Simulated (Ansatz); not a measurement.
# CH₇FOSi₂: what the fields show

```xyz
12

O    -2.4293   -0.6554    1.4341
Si   -1.5379   -0.0530    0.1523
Si    0.7836   -0.2196    0.5069
C     1.6494    0.2356   -1.1333
F     1.0769    1.3917   -1.6341
H    -2.3610   -0.1775    2.2657
H    -1.9061   -0.8851   -1.0281
H    -1.8833    1.3755   -0.1363
H     1.1900   -1.6086    0.8940
H     1.2342    0.7142    1.5877
H     1.5277   -0.5734   -1.8752
H     2.7328    0.4002   -0.9998
```

Computed with RKS PBE0/def2-SVP in Ansatz 0.2.0.

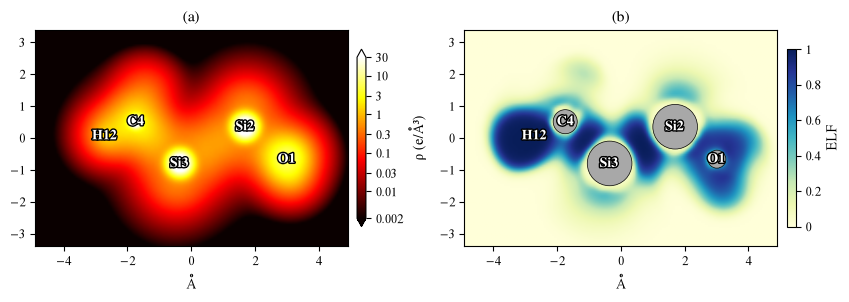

Figure 1. (a) electron density; (b) ELF on the plane of atoms Si2, Si3 and C4. Grey discs cover the atomic cores in the ELF map.

Interpret the plot.

Answer. The plane passes through O, Si, C and H nuclei. Si–O (1.67 Å): the density is about 1.1 e/Å³ at the midpoint; the ELF peaks at about 0.90 between the atoms (a shared but strongly polarised pair). C–Si (1.91 Å): ρ is about 0.94 e/Å³ halfway; the ELF peaks at about 1 between the atoms (localised, covalent bonding). Si–Si (2.35 Å): ρ at the midpoint is about 0.65 e/Å³; the ELF peaks at about 1 between the atoms: a shared electron pair. C–H (1.10 Å): the density is about 2 e/Å³ at the midpoint; the ELF climbs to about 1 towards the hydrogen, as it does in any bond to H (a covalent bond by its length). The ELF also peaks beside O1, away from the bonds: lone-pair regions.

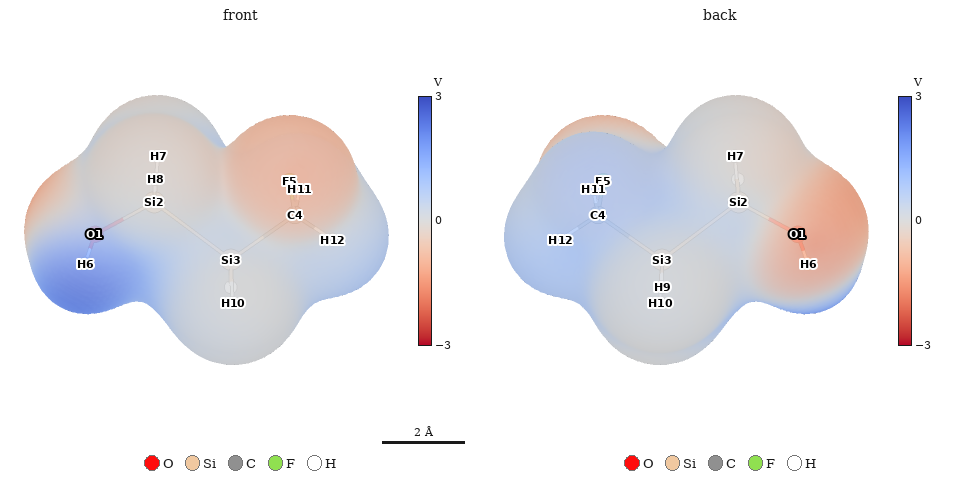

Figure 2. The electrostatic potential painted on the density surface at 0.001 e/bohr³, seen from the front and from behind; red is negative and blue positive.

Which sites attract a positive test charge, and which a negative one?

Answer. A positive charge is drawn to the negative regions and a negative charge to the positive ones. The most negative region (about −1.3 V) lies over O1, the most positive (about +2.1 V) over H6. O1 is the likeliest acceptor of a hydrogen bond.

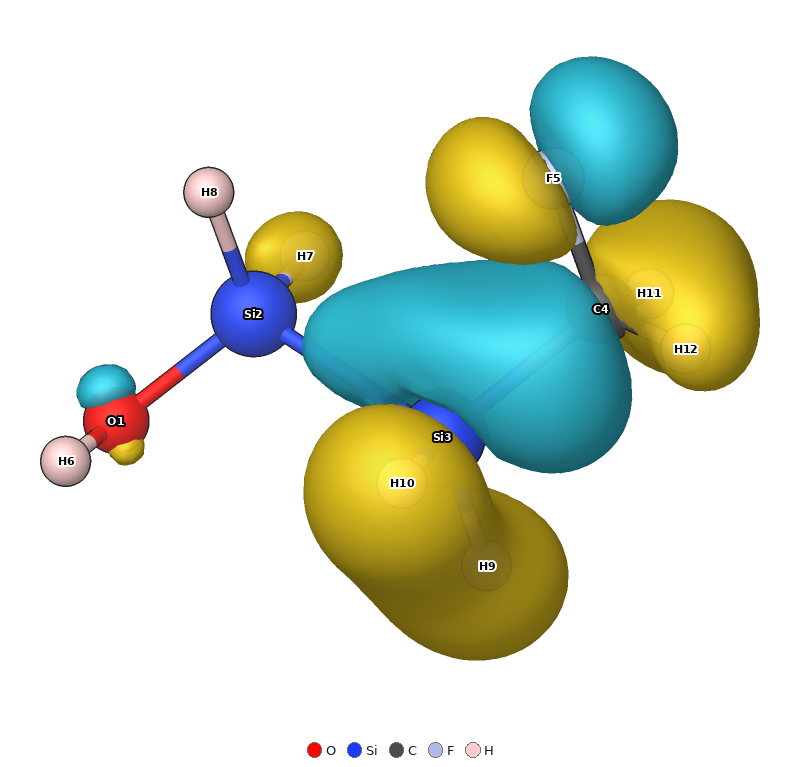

Figure 3. The HOMO−1 at ±0.08 Å⁻³ᐟ² (yellow and cyan are the two phases), seen at a tilt.

What is the character of this orbital?

Answer. Its weight (Hirshfeld) is mainly on F5 (about 30 %), C4 (about 25 %) and Si3 (about 25 %). Its energy is −8.68 eV.
